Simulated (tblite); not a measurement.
Geometry relaxation, with input and output: C5H7GeN (part 2 of 2)

C5H7GeN; GFN2-xTB geometry optimisation, gas phase (tblite 0.8.0). It belongs to a series of runs on one base structure; here: H on C replaced by CN.

Geometry of the input (Å):
```
N  3.0969  1.4617  0.3326
C  2.1284  1.0027  -0.1013
C  0.9255  0.3861  -0.6195
C  0.7259  -0.9958  -0.1870
C  -0.4344  -1.4183  0.1753
C  -1.6087  -0.5289  0.1322
Ge -0.6569  1.1742  0.2813
H  0.8083  0.5391  -1.7196
H  1.6326  -1.6882  -0.1530
H  -0.5920  -2.4897  0.5163
H  -2.0889  -0.5912  -0.8604
H  -2.3157  -0.6895  0.9684
H  -0.3284  1.5388  1.7495
H  -1.2932  2.2986  -0.5370
```

Trajectory as extended XYZ, continued
```
14
Properties=species:S:1:pos:R:3:forces:R:3 step=47 energy=-518.02014
N     3.1288    1.2767    0.5493   -0.0480  -0.0130  -0.0230
C     2.1661    0.9094    0.0494    0.0010   0.0150   0.0360
C     0.9519    0.4417   -0.5435   -0.0150   0.0230   0.0030
C     0.7544   -1.0343   -0.3052    0.0030   0.0040   0.0130
C    -0.4208   -1.4860    0.1002   -0.0390   0.0100  -0.1230
C    -1.5771   -0.5484    0.2831   -0.0100   0.0480   0.0290
Ge   -0.7291    1.2483    0.2122    0.0310   0.0350  -0.0110
H     0.9947    0.6573   -1.6184    0.0500  -0.0510   0.0030
H     1.5988   -1.6865   -0.4692    0.0320  -0.0130   0.0100
H    -0.5891   -2.5392    0.2722   -0.0130  -0.0050   0.0070
H    -2.2966   -0.6650   -0.5325    0.0440  -0.0490   0.0280
H    -2.1106   -0.7629    1.2085    0.0000   0.0110   0.0270
H    -0.5448    1.9543    1.5259    0.0230  -0.0320   0.0140
H    -1.3274    2.2343   -0.7542   -0.0590   0.0170  -0.0140
14
Properties=species:S:1:pos:R:3:forces:R:3 step=50 energy=-518.02314
N     3.0908    1.2106    0.6788   -0.2520  -0.0510  -0.1240
C     2.1418    0.8865    0.1220    0.2080   0.0330   0.0980
C     0.9533    0.4531   -0.5472    0.0990  -0.0050  -0.0380
C     0.7507   -1.0318   -0.3637   -0.0200  -0.0130   0.0100
C    -0.4136   -1.4857    0.0686   -0.0950   0.0320   0.0380
C    -1.5590   -0.5498    0.3315   -0.0420   0.0660   0.0070
Ge   -0.7363    1.2603    0.1782   -0.0680  -0.0500  -0.0860
H     1.0523    0.6985   -1.6113    0.0550  -0.0270   0.0060
H     1.5797   -1.6909   -0.5906   -0.0450   0.0930   0.0500
H    -0.5854   -2.5411    0.2280   -0.0030   0.0020  -0.0430
H    -2.3354   -0.6962   -0.4288    0.0780   0.0070   0.1120
H    -2.0225   -0.7418    1.3035    0.0830  -0.0220  -0.1050
H    -0.5562    2.0415    1.4466    0.0190  -0.0320   0.0430
H    -1.3609    2.1864   -0.8378   -0.0180  -0.0320   0.0330
14
Properties=species:S:1:pos:R:3:forces:R:3 step=53 energy=-518.02767
N     3.0651    1.1972    0.7205    0.0420   0.0440   0.0550
C     2.1297    0.8784    0.1438   -0.0510  -0.0420  -0.0800
C     0.9559    0.4531   -0.5547    0.0240  -0.0050  -0.0280
C     0.7468   -1.0325   -0.3773    0.0050   0.0690  -0.0210
C    -0.4156   -1.4817    0.0637    0.0020   0.0040   0.0200
C    -1.5496   -0.5373    0.3420   -0.0790  -0.1380   0.0170
Ge   -0.7408    1.2610    0.1558    0.0600   0.0980   0.0580
H     1.0767    0.7028   -1.6145    0.0670  -0.0290  -0.0120
H     1.5764   -1.6841   -0.6189   -0.0550   0.0280   0.0600
H    -0.5900   -2.5379    0.2171   -0.0210   0.0190  -0.0320
H    -2.3406   -0.7040   -0.3944   -0.0070   0.0280   0.0370
H    -1.9888   -0.7281    1.3232    0.0450  -0.0040  -0.0260
H    -0.5408    2.0417    1.4308   -0.0240  -0.0610  -0.0760
H    -1.3852    2.1710   -0.8593   -0.0090  -0.0100   0.0270
14
Properties=species:S:1:pos:R:3:forces:R:3 step=56 energy=-518.03206
N     3.0212    1.1520    0.8288   -0.2860  -0.0690  -0.1790
C     2.1105    0.8560    0.1967    0.2150   0.0650   0.1470
C     0.9638    0.4616   -0.5663    0.0700   0.0620  -0.0300
C     0.7351   -1.0220   -0.4213    0.0100   0.0000   0.0080
C    -0.4154   -1.4763    0.0436   -0.0170   0.0290  -0.0280
C    -1.5358   -0.5364    0.3789   -0.0180   0.0070   0.0240
Ge   -0.7452    1.2733    0.1178   -0.0060  -0.1070   0.0290
H     1.1515    0.7209   -1.6146   -0.0010  -0.0010   0.0210
H     1.5514   -1.6728   -0.6978    0.0060  -0.0360   0.0320
H    -0.5972   -2.5350    0.1666    0.0050   0.0070  -0.0120
H    -2.3744   -0.7249   -0.2979    0.0070   0.0440   0.0850
H    -1.8947   -0.7099    1.3967    0.0150   0.0080  -0.0800
H    -0.5416    2.0863    1.3675   -0.0280  -0.0120  -0.0550
H    -1.4301    2.1268   -0.9207    0.0290   0.0030   0.0380
14
Properties=species:S:1:pos:R:3:forces:R:3 step=59 energy=-518.03423
N     3.0125    1.1449    0.8468   -0.1250  -0.0280  -0.0740
C     2.1090    0.8513    0.2061    0.0540   0.0430   0.0530
C     0.9671    0.4657   -0.5683    0.0530  -0.0300  -0.0080
C     0.7336   -1.0195   -0.4283    0.0250  -0.0030  -0.0090
C    -0.4167   -1.4747    0.0372    0.0010   0.0210  -0.0320
C    -1.5332   -0.5353    0.3865   -0.0200  -0.0280  -0.0020
Ge   -0.7463    1.2693    0.1115   -0.0070  -0.0110  -0.0050
H     1.1670    0.7250   -1.6139   -0.0150   0.0100   0.0120
H     1.5473   -1.6729   -0.7098   -0.0110  -0.0150   0.0320
H    -0.5987   -2.5344    0.1533    0.0050   0.0180  -0.0080
H    -2.3838   -0.7255   -0.2742    0.0120   0.0390   0.0690
H    -1.8756   -0.7076    1.4090    0.0100   0.0060  -0.0410
H    -0.5465    2.0954    1.3513   -0.0210  -0.0070  -0.0270
H    -1.4364    2.1180   -0.9294    0.0360  -0.0150   0.0400
14
Properties=species:S:1:pos:R:3:forces:R:3 step=61 energy=-518.03580
N     2.9976    1.1315    0.8783   -0.0430  -0.0030  -0.0200
C     2.1042    0.8455    0.2217   -0.0170   0.0240   0.0090
C     0.9727    0.4689   -0.5716    0.0270  -0.0570  -0.0030
C     0.7331   -1.0167   -0.4417    0.0090  -0.0180  -0.0200
C    -0.4172   -1.4716    0.0249   -0.0120  -0.0070  -0.0080
C    -1.5285   -0.5350    0.3987   -0.0160  -0.0360  -0.0040
Ge   -0.7476    1.2641    0.1014    0.0030   0.0780  -0.0280
H     1.1875    0.7355   -1.6126   -0.0260   0.0040   0.0250
H     1.5409   -1.6749   -0.7308   -0.0140   0.0080   0.0270
H    -0.5995   -2.5321    0.1337    0.0030   0.0130  -0.0110
H    -2.3997   -0.7245   -0.2339    0.0270   0.0160   0.0300
H    -1.8463   -0.7032    1.4298    0.0370  -0.0010  -0.0270
H    -0.5553    2.1116    1.3255   -0.0090   0.0010   0.0060
H    -1.4427    2.1005   -0.9457    0.0320  -0.0200   0.0230
14
Properties=species:S:1:pos:R:3:forces:R:3 step=64 energy=-518.03689
N     2.9806    1.1179    0.9088    0.0190   0.0340   0.0340
C     2.0948    0.8422    0.2387   -0.0230  -0.0280  -0.0130
C     0.9777    0.4679   -0.5735   -0.0360   0.0170   0.0030
C     0.7322   -1.0158   -0.4552   -0.0250  -0.0110  -0.0060
C    -0.4192   -1.4687    0.0105   -0.0120  -0.0150   0.0080
C    -1.5219   -0.5332    0.4095    0.0210   0.0250  -0.0030
Ge   -0.7481    1.2663    0.0877    0.0220  -0.0170   0.0200
H     1.2074    0.7448   -1.6076   -0.0240  -0.0060  -0.0070
H     1.5349   -1.6764   -0.7485    0.0140  -0.0090   0.0010
H    -0.6030   -2.5288    0.1092   -0.0130  -0.0280  -0.0030
H    -2.4140   -0.7228   -0.1902    0.0110  -0.0080  -0.0160
H    -1.8073   -0.6955    1.4505    0.0430  -0.0090  -0.0010
H    -0.5636    2.1239    1.3039   -0.0030   0.0250   0.0140
H    -1.4513    2.0778   -0.9657    0.0070   0.0310  -0.0300
14
Properties=species:S:1:pos:R:3:forces:R:3 step=67 energy=-518.03825
N     2.9582    1.0989    0.9532   -0.0960   0.0030  -0.0510
C     2.0820    0.8329    0.2650    0.0570  -0.0310   0.0370
C     0.9776    0.4690   -0.5714    0.0360  -0.0070  -0.0030
C     0.7270   -1.0175   -0.4769    0.0110   0.0250   0.0230
C    -0.4221   -1.4700   -0.0042    0.0270   0.0070  -0.0160
C    -1.5102   -0.5300    0.4249    0.0130  -0.0170  -0.0030
Ge   -0.7493    1.2704    0.0727   -0.0220  -0.0220   0.0480
H     1.2249    0.7581   -1.5977   -0.0090  -0.0040  -0.0140
H     1.5275   -1.6770   -0.7837   -0.0350   0.0250   0.0040
H    -0.6087   -2.5313    0.0818   -0.0310  -0.0010   0.0010
H    -2.4248   -0.7251   -0.1392    0.0270  -0.0030   0.0130
H    -1.7494   -0.6877    1.4785    0.0090   0.0010  -0.0110
H    -0.5749    2.1540    1.2743   -0.0070   0.0050  -0.0150
H    -1.4584    2.0547   -0.9995    0.0200   0.0190  -0.0140
14
Properties=species:S:1:pos:R:3:forces:R:3 step=70 energy=-518.03960
N     2.9163    1.0808    1.0149   -0.0810  -0.0200  -0.0480
C     2.0641    0.8146    0.2972    0.0430   0.0120   0.0100
C     0.9814    0.4685   -0.5747    0.0310   0.0090   0.0050
C     0.7210   -1.0164   -0.5039    0.0220   0.0050   0.0120
C    -0.4245   -1.4709   -0.0260   -0.0040   0.0140   0.0170
C    -1.4932   -0.5293    0.4453   -0.0250  -0.0230   0.0210
Ge   -0.7513    1.2708    0.0568   -0.0230   0.0130  -0.0090
H     1.2508    0.7728   -1.5916    0.0010  -0.0120   0.0190
H     1.5133   -1.6762   -0.8272   -0.0040   0.0060  -0.0230
H    -0.6187   -2.5322    0.0495   -0.0180   0.0210  -0.0130
H    -2.4370   -0.7262   -0.0679    0.0400  -0.0130   0.0160
H    -1.6735   -0.6822    1.5120   -0.0120   0.0150  -0.0230
H    -0.5886    2.1932    1.2294    0.0040  -0.0040   0.0130
H    -1.4608    2.0322   -1.0358    0.0250  -0.0210   0.0020
14
Properties=species:S:1:pos:R:3:forces:R:3 step=72 energy=-518.04000
N     2.9018    1.0782    1.0290   -0.0480  -0.0190  -0.0260
C     2.0582    0.8106    0.3021    0.0490   0.0370   0.0130
C     0.9828    0.4681   -0.5778   -0.0150   0.0140   0.0040
C     0.7214   -1.0160   -0.5084   -0.0080  -0.0020  -0.0030
C    -0.4239   -1.4695   -0.0289   -0.0050   0.0070   0.0280
C    -1.4894   -0.5286    0.4492   -0.0200   0.0010   0.0070
Ge   -0.7520    1.2716    0.0532    0.0050  -0.0050  -0.0190
H     1.2564    0.7747   -1.5927    0.0050  -0.0140   0.0180
H     1.5102   -1.6765   -0.8366    0.0150  -0.0050  -0.0270
H    -0.6214   -2.5298    0.0456   -0.0090   0.0040  -0.0160
H    -2.4369   -0.7287   -0.0545    0.0230  -0.0120   0.0020
H    -1.6607   -0.6780    1.5169   -0.0100   0.0060   0.0060
H    -0.5857    2.1962    1.2231    0.0000   0.0020   0.0140
H    -1.4615    2.0272   -1.0424    0.0180  -0.0130  -0.0010
14
Properties=species:S:1:pos:R:3:forces:R:3 step=75 energy=-518.04061
N     2.8782    1.0669    1.0591   -0.0080  -0.0090  -0.0130
C     2.0488    0.8057    0.3142    0.0130   0.0270   0.0220
C     0.9827    0.4702   -0.5793    0.0080  -0.0240  -0.0030
C     0.7199   -1.0150   -0.5201   -0.0170   0.0020  -0.0060
C    -0.4225   -1.4672   -0.0319   -0.0040   0.0030   0.0090
C    -1.4826   -0.5269    0.4606    0.0110   0.0060   0.0050
Ge   -0.7536    1.2726    0.0443    0.0110  -0.0020   0.0190
H     1.2685    0.7805   -1.5888    0.0040  -0.0040  -0.0040
H     1.5034   -1.6754   -0.8649   -0.0170   0.0220  -0.0030
H    -0.6272   -2.5266    0.0327    0.0040  -0.0090  -0.0060
H    -2.4368   -0.7356   -0.0264    0.0170  -0.0010   0.0150
H    -1.6324   -0.6680    1.5332   -0.0160  -0.0020  -0.0130
H    -0.5845    2.2081    1.2079   -0.0140  -0.0100  -0.0210
H    -1.4625    2.0102   -1.0629    0.0070   0.0020   0.0000
14
Properties=species:S:1:pos:R:3:forces:R:3 step=78 energy=-518.04099
N     2.8523    1.0541    1.0951    0.0210   0.0040  -0.0020
C     2.0387    0.8000    0.3309   -0.0290  -0.0150   0.0070
C     0.9851    0.4702   -0.5802    0.0160   0.0100   0.0010
C     0.7150   -1.0134   -0.5360    0.0070   0.0020   0.0020
C    -0.4238   -1.4661   -0.0398   -0.0060  -0.0060   0.0060
C    -1.4726   -0.5258    0.4764    0.0040  -0.0010  -0.0020
Ge   -0.7536    1.2719    0.0356    0.0000   0.0050  -0.0030
H     1.2846    0.7877   -1.5834    0.0000  -0.0030  -0.0010
H     1.4923   -1.6715   -0.8973   -0.0140   0.0010  -0.0050
H    -0.6335   -2.5254    0.0127    0.0060   0.0000  -0.0010
H    -2.4386   -0.7389    0.0153    0.0150   0.0040   0.0140
H    -1.5947   -0.6626    1.5533   -0.0090   0.0050  -0.0190
H    -0.5934    2.2283    1.1814   -0.0060  -0.0020   0.0020
H    -1.4587    1.9911   -1.0862   -0.0060  -0.0060   0.0000
14
Properties=species:S:1:pos:R:3:forces:R:3 step=81 energy=-518.04114
N     2.8547    1.0513    1.0960    0.0040   0.0060   0.0000
C     2.0374    0.8000    0.3348    0.0050  -0.0190  -0.0010
C     0.9864    0.4711   -0.5791   -0.0120  -0.0010   0.0010
C     0.7146   -1.0127   -0.5364    0.0060   0.0060   0.0000
C    -0.4238   -1.4662   -0.0399    0.0020   0.0050   0.0000
C    -1.4713   -0.5254    0.4776   -0.0050  -0.0040   0.0050
Ge   -0.7537    1.2725    0.0342   -0.0060  -0.0030  -0.0050
H     1.2876    0.7878   -1.5821    0.0040   0.0010   0.0060
H     1.4901   -1.6706   -0.9014   -0.0040  -0.0020  -0.0040
H    -0.6331   -2.5258    0.0093    0.0020   0.0070   0.0040
H    -2.4384   -0.7391    0.0201    0.0080   0.0050  -0.0030
H    -1.5939   -0.6613    1.5545    0.0060   0.0060  -0.0090
H    -0.5963    2.2300    1.1793   -0.0050   0.0010   0.0020
H    -1.4611    1.9880   -1.0890   -0.0020  -0.0070   0.0040
14
Properties=species:S:1:pos:R:3:forces:R:3 step=84 energy=-518.04124
N     2.8486    1.0450    1.1085   -0.0070  -0.0040  -0.0090
C     2.0343    0.7950    0.3435    0.0070   0.0000   0.0030
C     0.9866    0.4723   -0.5769    0.0110  -0.0080   0.0000
C     0.7133   -1.0111   -0.5420   -0.0060  -0.0060  -0.0050
C    -0.4237   -1.4657   -0.0431   -0.0080   0.0080   0.0000
C    -1.4666   -0.5250    0.4839   -0.0040   0.0030  -0.0010
Ge   -0.7553    1.2725    0.0299    0.0000   0.0020   0.0080
H     1.2942    0.7917   -1.5771    0.0050   0.0060   0.0050
H     1.4842   -1.6688   -0.9164    0.0040   0.0000   0.0000
H    -0.6356   -2.5250   -0.0003    0.0030   0.0080   0.0070
H    -2.4384   -0.7392    0.0371    0.0030  -0.0040  -0.0020
H    -1.5773   -0.6569    1.5624    0.0040  -0.0010  -0.0040
H    -0.6031    2.2385    1.1689   -0.0060   0.0000  -0.0040
H    -1.4619    1.9763   -1.1007   -0.0060  -0.0030   0.0020
14
Properties=species:S:1:pos:R:3:forces:R:3 step=86 energy=-518.04129
N     2.8453    1.0415    1.1152   -0.0050  -0.0070  -0.0060
C     2.0330    0.7918    0.3480    0.0010   0.0040   0.0020
C     0.9875    0.4722   -0.5760    0.0110   0.0020  -0.0020
C     0.7121   -1.0106   -0.5457   -0.0030  -0.0030  -0.0050
C    -0.4247   -1.4646   -0.0459    0.0030   0.0010   0.0030
C    -1.4646   -0.5243    0.4874   -0.0020   0.0040  -0.0060
Ge   -0.7561    1.2725    0.0279    0.0070  -0.0010   0.0030
H     1.2988    0.7945   -1.5742    0.0020   0.0040   0.0050
H     1.4814   -1.6684   -0.9237    0.0010   0.0010   0.0000
H    -0.6364   -2.5239   -0.0053   -0.0060   0.0000   0.0080
H    -2.4390   -0.7392    0.0470    0.0000  -0.0050   0.0010
H    -1.5672   -0.6551    1.5667    0.0010  -0.0030  -0.0020
H    -0.6079    2.2436    1.1628   -0.0030   0.0020   0.0000
H    -1.4628    1.9695   -1.1065   -0.0070   0.0000   0.0000
14
Properties=species:S:1:pos:R:3:forces:R:3 step=89 energy=-518.04134
N     2.8444    1.0385    1.1182   -0.0090  -0.0080  -0.0050
C     2.0320    0.7900    0.3506    0.0110   0.0030   0.0050
C     0.9885    0.4722   -0.5760   -0.0040   0.0030  -0.0010
C     0.7114   -1.0105   -0.5484    0.0010   0.0040   0.0000
C    -0.4248   -1.4637   -0.0465    0.0070  -0.0030  -0.0010
C    -1.4639   -0.5235    0.4883    0.0040  -0.0030   0.0000
Ge   -0.7559    1.2728    0.0269    0.0000   0.0010  -0.0060
H     1.3028    0.7966   -1.5724    0.0000   0.0040  -0.0020
H     1.4800   -1.6682   -0.9281   -0.0030   0.0010   0.0030
H    -0.6366   -2.5228   -0.0051   -0.0070  -0.0060   0.0040
H    -2.4392   -0.7406    0.0507    0.0010   0.0020   0.0000
H    -1.5635   -0.6544    1.5679    0.0000   0.0000  -0.0020
H    -0.6100    2.2465    1.1598   -0.0010   0.0020   0.0020
H    -1.4657    1.9667   -1.1082    0.0000  -0.0020   0.0020
14
Properties=species:S:1:pos:R:3:forces:R:3 step=92 energy=-518.04136
N     2.8411    1.0351    1.1233   -0.0050  -0.0070  -0.0020
C     2.0306    0.7883    0.3532    0.0040   0.0010   0.0010
C     0.9888    0.4728   -0.5762    0.0010   0.0010  -0.0010
C     0.7109   -1.0099   -0.5510   -0.0010   0.0000   0.0010
C    -0.4241   -1.4636   -0.0469   -0.0040   0.0010   0.0000
C    -1.4620   -0.5232    0.4900    0.0010  -0.0020   0.0020
Ge   -0.7558    1.2729    0.0252   -0.0040   0.0020   0.0010
H     1.3052    0.7992   -1.5713    0.0000   0.0010  -0.0020
H     1.4781   -1.6675   -0.9336    0.0030   0.0000   0.0030
H    -0.6380   -2.5224   -0.0050    0.0030  -0.0010  -0.0010
H    -2.4387   -0.7410    0.0555    0.0050   0.0030   0.0000
H    -1.5587   -0.6534    1.5699    0.0000   0.0010  -0.0010
H    -0.6114    2.2493    1.1562   -0.0010   0.0000  -0.0010
H    -1.4666    1.9629   -1.1114   -0.0020   0.0000   0.0000
```

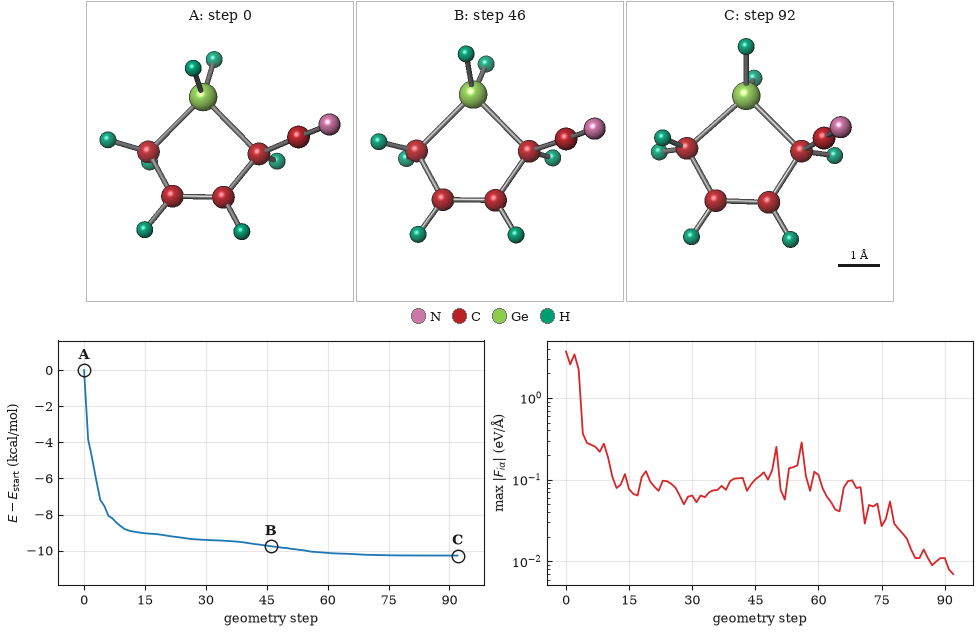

Fig. 1: Frames of the relaxation (ball-and-stick view, seen at a tilt) above the curves, on which the letters mark them (steps are counted from 0).

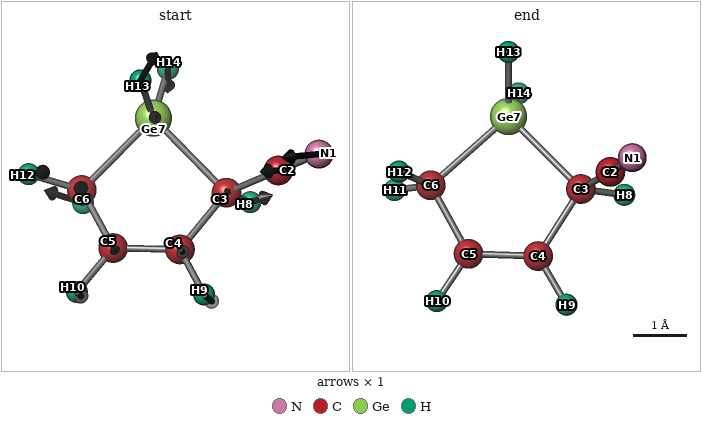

Fig. 2: Before (left) and after (right) the relaxation, at one scale (ball-and-stick view, seen at a tilt). The black arrows give the displacements, at true length. Over 92 geometry steps the energy falls by 10.3 kcal/mol. Largest force component: 3.7 eV/Å at the start, 0.007 eV/Å at the end. The largest moves after the best rigid fit, 1.00 Å, are those of H11 and H13. Largest moves by element: H 1.00 Å, N 0.92 Å, C 0.51 Å, Ge 0.30 Å. Among the contacts that change: C4–H9 1.141 → 1.080 Å, C3–C4 1.462 → 1.509 Å, Ge7–H13 1.548 → 1.501 Å, C4–C5 1.287 → 1.322 Å. Among the angles that change: H13–Ge7–H14 115.0° → 108.4°, H11–C6–H12 113.1° → 106.9°, C5–C6–Ge7 97.8° → 103.7°. (Atoms are counted from 1 in the order of the input.)
